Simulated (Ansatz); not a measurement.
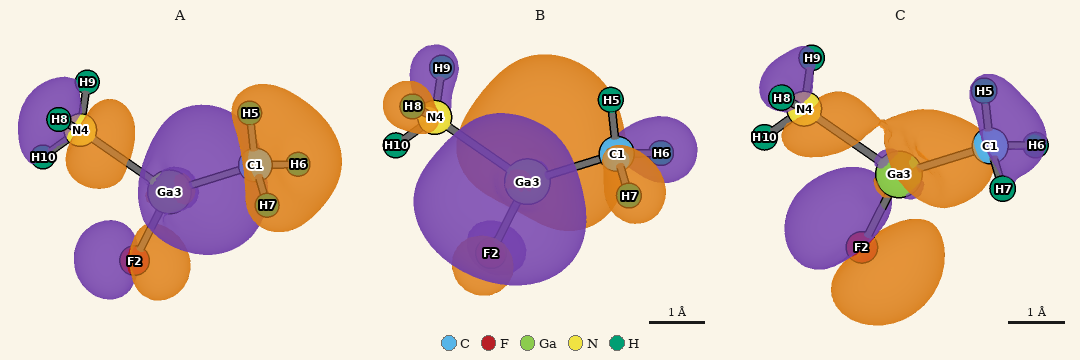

*CH6FGaN (SMILES [CH3][Ga]([NH3+])[F]) (charge +1). Three frontier orbitals at ±0.08 Å⁻³ᐟ² (orange and purple are the two phases), in no order.*

Geometry: B3LYP-D3(BJ)/def2-SVP.

The calculation used isolated molecule in a Gaussian basis; Kohn-Sham density functional theory, functional PBE0 (Ansatz).

```xyz
10

C    -3.7322   -1.7832    0.5076
F    -1.0169   -0.7930   -1.3775
Ga   -1.9408   -1.2501    0.0167
N    -0.3860   -1.0697    1.3605
H    -3.7983   -1.9691    1.5880
H    -3.9838   -2.6950   -0.0550
H    -4.4213   -0.9770    0.2137
H    -0.5421   -0.3676    2.0953
H    -0.1421   -1.9437    1.8442
H     0.4459   -0.7743    0.8313
```

**Order the three orbitals by energy and name them.**

C is the HOMO−1 (−15.75 eV). By Hirshfeld shares it lies mainly on F2 (about 80 %) and Ga3 (about 10 %); largely a lone pair of F2. A is the HOMO (−14.47 eV). By Hirshfeld shares it lies mainly on C1 (about 40 %), Ga3 (about 25 %), F2 (about 15 %) and N4 (about 10 %). B is the LUMO (−5.95 eV). By Hirshfeld shares it lies mainly on Ga3 (about 75 %) and C1 (about 5 %).

**What is the HOMO–LUMO gap?**

8.52 eV between the orbital energies.
